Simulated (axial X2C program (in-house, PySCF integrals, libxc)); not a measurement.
**Relativistic diatomic calculation for GaCo**

System: GaCo, single determinant with Ω = 4 (not the lowest found). The distance is the PBE0 minimum at charge 0.
Method: expectation values, HF and Kohn-Sham, two-component X2C with atomic mean-field Coulomb and Gaunt terms, Ga dyall-cv3z, Co dyall-cv3z (cores contracted) (axial X2C program (in-house, PySCF integrals, libxc)).

**The program's output**
```
two-component X2C + atomic mean field  PBE0
basis functions 216  fitting functions 1223  grid points 5802
iter        total energy     max residual
   1      -3334.581561602     2.47e+00
   2      -3335.735658231     5.39e-02
   3      -3335.534291144     2.28e-01
   4      -3335.742939486     1.99e-02
   5      -3335.749166655     4.57e-03
   6      -3335.749115410     3.66e-03
   7      -3335.749255993     2.60e-04
   8      -3335.749256989     1.35e-04
   9      -3335.749257499     9.53e-05
  10      -3335.749258048     1.03e-04
  11      -3335.749258291     3.15e-05
  12      -3335.749258310     1.06e-05
  13      -3335.749258311     3.64e-06
converged
one-electron -5002.77842454  Coulomb 1620.54910220  exact exchange -33.22015805  xc functional -102.36074964  nuclear repulsion 183.10100270  atomic mean-field constant -1.04003098
```

**Expectation values by level of theory**

| quantity | PBE0 | HF | BP86 | LDA | PBE50 |
| --- | --- | --- | --- | --- | --- |
| effective field for an electron dipole moment (GV/cm) | 0.189 | 3.13 | 0.101 | 0.0372 | 0.213 |
| field gradient at the first nucleus (a.u.) | −2.85 | −1.04 | −2.59 | −2.75 | −3.27 |
| field gradient at the second nucleus (a.u.) | −0.809 | −0.754 | −0.710 | −0.701 | −0.977 |
| A∥/gI, first nucleus (MHz) | 25.7 | 99.2 | 28.2 | 20.6 | 18.9 |
| A∥/gI, second nucleus (MHz) | 409 | 402 | 413 | 413 | 407 |

Each column comes from one determinant with 2 or more unpaired spinors, which can mix states, in a basis with contracted cores. The levels disagree widely: the effective field runs from 0.0372 to 3.13 GV/cm, A∥/gI at the first nucleus runs from 18.9 to 99.2 MHz and the field gradient at the first nucleus runs from −3.27 to −1.04 a.u. They may not all have settled in the same state, and these values aren't reliable properties of the molecule.

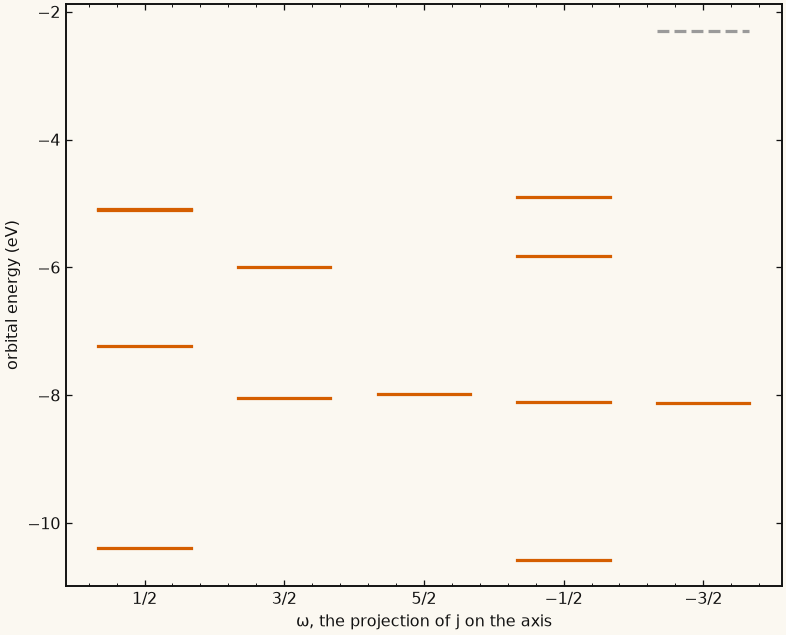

Orbital energies (PBE0) near the frontier at 2.42 Å, filled (solid) and empty (dashed). The highest filled spinor (−1/2; 48 % Ga p, 40 % Co s) lies at −4.90 eV, the lowest empty one (−3/2; 70 % Ga p, 16 % Co p) at −2.30 eV.

**Input**
```
{"zs": [31, 27], "q": 0, "bas": ["dyall-cv3z", "dyall-cv3z"], "r0": 2.35, "levels": ["PBE0", "HF", "BP86", "LDA", "PBE50"], "nst": 3}
```

The line is the task of a batch: nuclear charges, charge, bases, the levels to run, a first guess of the distance and further settings. This report covers the levels named above. The log is that of the reference distance.

The run was one of a batch that the task file lists, launched with:
```bash
python <driver script> task.json out
```

**Results in brief**

```tsv
quantity	value
outcome	converged; the levels of theory disagree widely
hardware	1 thread of Arm Neoverse V1, 112 GiB of memory available, shared host
wall time	9.5 s
peak memory	0.47 GiB
```
